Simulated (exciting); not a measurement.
# LiCaF3: the F K edge from the Bethe–Salpeter equation

Aim: the F K absorption edge of LiCaF3 with the electron–hole interaction treated explicitly, and what each term of the kernel does.

Program: exciting sodium. Level of theory: X-ray absorption, core-level Bethe-Salpeter equation, exchange and statically screened direct term, Tamm-Dancoff, all-electron LAPW+lo LDA. Results are calculated unless marked as measured.

**1. The starting structure**

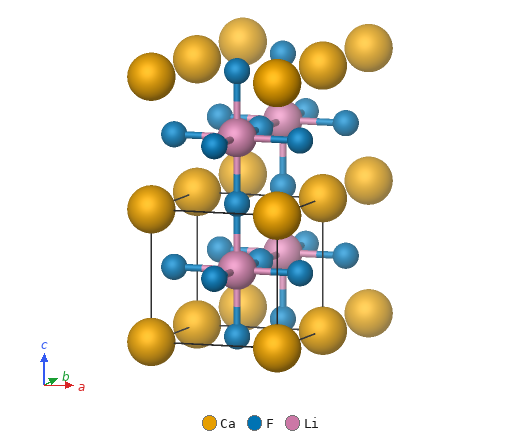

The starting structure, seen slightly off an axis (calcium orange, fluorine blue, lithium pink). 1×2×2 cells are drawn. Some periodic images of atoms are drawn too.

Structure file:

```xyz
5
Lattice="3.7612 0.0000 0.0000 0.0000 3.7612 0.0000 0.0000 0.0000 3.7612" Properties=species:S:1:pos:R:3 pbc="T T T"
Ca    0.0000    0.0000    0.0000
F     1.8806    0.0000    1.8806
F     1.8806    1.8806    0.0000
F     0.0000    1.8806    1.8806
Li    1.8806    1.8806    1.8806
```

Differences between curves are given as r.m.s. difference over r.m.s. height.

**2. Ground state**

The species files are the program's own, with muffin-tin radii set in the input.

input.xml

```
<input>
  <title>LiCaF3</title>
  <structure speciespath="." autormt="false" epslat="1.0e-5">
    <crystal>
      <basevect>7.1077210466 0.0000000000 0.0000000000</basevect>
      <basevect>0.0000000000 7.1077210466 0.0000000000</basevect>
      <basevect>0.0000000000 0.0000000000 7.1077210466</basevect>
    </crystal>
    <species speciesfile="Ca.xml" rmt="2.408">
      <atom coord="0.0000000000 0.0000000000 0.0000000000"/>
    </species>
    <species speciesfile="F.xml" rmt="1.587">
      <atom coord="0.5000000000 0.0000000000 0.5000000000"/>
      <atom coord="0.5000000000 0.5000000000 0.0000000000"/>
      <atom coord="0.0000000000 0.5000000000 0.5000000000"/>
    </species>
    <species speciesfile="Li.xml" rmt="1.860">
      <atom coord="0.5000000000 0.5000000000 0.5000000000"/>
    </species>
  </structure>
  <groundstate do="fromscratch" xctype="LDA_PW" ngridk="4 4 4" rgkmax="7" gmaxvr="14" nempty="8" swidth="0.001" maxscl="100" epsengy="1e-5"/>
</input>
```

Launch:

```
$ OMP_NUM_THREADS=1 mpirun -n 4 exciting
```

Output:

```text
EXCITING SODIUM started
********************************************************************************
* Ground-state run starting from atomic densities                              *
********************************************************************************
+ Starting initialization                                                      +
 Lattice vectors (cartesian) :
      7.1077210466      0.0000000000      0.0000000000
      0.0000000000      7.1077210466      0.0000000000
      0.0000000000      0.0000000000      7.1077210466
 Reciprocal lattice vectors (cartesian) :
      0.8839943585      0.0000000000      0.0000000000
      0.0000000000      0.8839943585      0.0000000000
      0.0000000000      0.0000000000      0.8839943585
 Unit cell volume                           :     359.0799241277
 Brillouin zone volume                      :       0.6907938784
 Species :    1 (Ca)
     parameters loaded from                 :    Ca.xml
     name                                   :    calcium
     nuclear charge                         :     -20.00000000
     electronic charge                      :      20.00000000
     atomic mass                            :   73057.72470000
     muffin-tin radius                      :       2.40800000
     # of radial points in muffin-tin       :     350
     atomic positions (lattice) :
       1 :   0.00000000  0.00000000  0.00000000
 Species :    2 (F)
     parameters loaded from                 :    F.xml
     name                                   :    fluorine
     nuclear charge                         :      -9.00000000
     electronic charge                      :       9.00000000
     atomic mass                            :   34631.97043000
     muffin-tin radius                      :       1.58700000
     # of radial points in muffin-tin       :     250
     atomic positions (lattice) :
       1 :   0.50000000  0.00000000  0.50000000
       2 :   0.50000000  0.50000000  0.00000000
       3 :   0.00000000  0.50000000  0.50000000
 Species :    3 (Li)
     parameters loaded from                 :    Li.xml
     name                                   :    lithium
     nuclear charge                         :      -3.00000000
     electronic charge                      :       3.00000000
     atomic mass                            :   12652.66897000
     muffin-tin radius                      :       1.86000000
     # of radial points in muffin-tin       :     250
     atomic positions (lattice) :
       1 :   0.50000000  0.50000000  0.50000000
 Total number of atoms per unit cell        :       5
 Spin treatment                             :    spin-unpolarised
 Number of Bravais lattice symmetries       :      48
 Number of crystal symmetries               :      48
 k-point grid                               :       4    4    4
 Total number of k-points                   :      10
 k-point set is reduced with crystal symmetries
 R^MT_min * |G+k|_max (rgkmax)              :       7.00000000
 Species with R^MT_min                      :       2 (F)
 Maximum |G+k| for APW functions            :       4.41083806
 Maximum |G| for potential and density      :      14.00000000
 G-vector grid sizes                        :      32    32    32
 Total number of G-vectors                  :   16663
 Maximum angular momentum used for
     APW functions                          :       8
     computing H and O matrix elements      :       8
     potential and density                  :       8
     inner part of muffin-tin               :       2
 Total nuclear charge                       :     -50.00000000
 Total electronic charge                    :      50.00000000
 Total core charge                          :      16.00000000
 Total valence charge                       :      34.00000000
 Number of empty states                     :       8
 Total number of valence states             :      26
 Maximum Hamiltonian size                   :     577
 Maximum number of plane-waves              :     552
 Total number of local-orbitals             :      25
 Exchange-correlation type                  :       3
     Perdew-Wang, Phys. Rev. B 45, 13244 (1992)
 Smearing scheme                            :    Gaussian
 Smearing width                             :       0.00100000
 Using multisecant Broyden potential mixing
+ Ending initialization                                                        +
********************************************************************************
* Groundstate module started                                                   *
********************************************************************************
 Output level for this task is set to normal
+ Self-consistent loop started                                                 +
 Density and potential initialised from atomic data
+ SCF iteration number :    1                                                  +
 Total energy                               :      -989.32463158
 _______________________________________________________________
 Fermi energy                               :         0.08774411
 Kinetic energy                             :       987.08058420
 Coulomb energy                             :     -1909.93812649
 Exchange energy                            :       -62.69674542
 Correlation energy                         :        -3.77034387
 DOS at Fermi energy (states/Ha/cell)       :         0.00000000
 Electron charges :
     core                                   :        16.00000000
     core leakage                           :         0.00000005
     valence                                :        34.00000000
     interstitial                           :         4.43419079
     charge in muffin-tin spheres :
                  atom     1    Ca          :        17.89646525
                  atom     2     F          :         8.44413136
                  atom     3     F          :         8.44413136
                  atom     4     F          :         8.44413136
                  atom     5    Li          :         2.33694987
     total charge in muffin-tins            :        45.56580921
     total charge                           :        50.00000000
 Estimated fundamental gap                  :         0.32241906
        valence-band maximum at   10      0.5000  0.5000  0.5000
     conduction-band minimum at    1      0.0000  0.0000  0.0000
[... further iterations ...]
| Convergence targets achieved. Performing final SCF iteration                 +
 Total energy                               :      -984.64550011
 _______________________________________________________________
 Fermi energy                               :         0.13534381
 Kinetic energy                             :       988.10925098
 Coulomb energy                             :     -1906.84583516
 Exchange energy                            :       -62.15977319
 Correlation energy                         :        -3.74914274
 DOS at Fermi energy (states/Ha/cell)       :         0.00000000
 Electron charges :
     core                                   :        16.00000000
     core leakage                           :         0.00000005
     valence                                :        34.00000000
     interstitial                           :         4.98247487
     charge in muffin-tin spheres :
                  atom     1    Ca          :        18.03160626
                  atom     2     F          :         8.20249619
                  atom     3     F          :         8.20249619
                  atom     4     F          :         8.20249619
                  atom     5    Li          :         2.37843028
     total charge in muffin-tins            :        45.01752513
     total charge                           :        50.00000000
 Estimated fundamental gap                  :         0.23434023
        valence-band maximum at   10      0.5000  0.5000  0.5000
     conduction-band minimum at    1      0.0000  0.0000  0.0000
+ Self-consistent loop stopped                                                 +
 STATE.OUT is written
********************************************************************************
* Groundstate module stopped                                                   *
********************************************************************************
 Total time spent (seconds)                 :        93.61
- CAUTION! Warnings have been written in file WARNING.OUT !                    -
| EXCITING SODIUM stopped                                                      =
```

The job ended after 96 s (4 MPI ranks of Intel Xeon at 2.50GHz (Skylake/Cascade Lake), shared host).

The warnings file holds hints only, no warning.

The mesh shows a gap of 6.38 eV. Core levels (Dirac, from the valence top):

```
atom  level  energy (eV)
  Ca  1s1/2      -3928.1
  Ca  2s1/2       -403.5
  Ca  2p1/2       -327.4
  Ca  2p3/2       -323.7
   F  1s1/2       -646.8
```

**3. A richer basis for the empty states**

Each species file gets more local orbitals, built from u and its energy derivative at 0.15 Ha and u at 0.9 Ha.

input.xml is that of step 2.

SPECIES.xml, added lines

```
<lo l="L">  <!-- L = 0, 1, 2 -->
  <wf matchingOrder="0" trialEnergy="0.1500" searchE="false"/>
  <wf matchingOrder="1" trialEnergy="0.1500" searchE="false"/>
  <wf matchingOrder="0" trialEnergy="0.9000" searchE="false"/>
</lo>
```

Launch:

```
$ OMP_NUM_THREADS=1 mpirun -n 4 exciting
```

Output:

```text
EXCITING SODIUM started
********************************************************************************
* Ground-state run starting from atomic densities                              *
********************************************************************************
+ Starting initialization                                                      +
[... lattice and species ...]
 Spin treatment                             :    spin-unpolarised
 Number of Bravais lattice symmetries       :      48
[...]
+ Self-consistent loop stopped                                                 +
 STATE.OUT is written
********************************************************************************
* Groundstate module stopped                                                   *
********************************************************************************
 Total time spent (seconds)                 :       105.00
- CAUTION! Warnings have been written in file WARNING.OUT !                    -
| EXCITING SODIUM stopped                                                      =
[key lines of the parts left out:]
Total energy                               :      -984.64652183
Fermi energy                               :         0.13580138
```

Wall time 1.8 min (4 MPI ranks).

Against the first ground state the total energy moves by -6 meV an atom and the gap by -0.01 eV.

(Continued in part 2 of 2.)

[Banner, clock and machine lines of the logs are left out without a mark of their own.]

[Logs are printed without paths, hosts, clocks, repeated set-up lines and the standing remarks that a program may print on its own settings, such as how far it seeks lower states.]

[Hosts, paths, dates, database ids (printed as entryN), source tags and the programs' standing remarks are cut or masked in the printed files.]
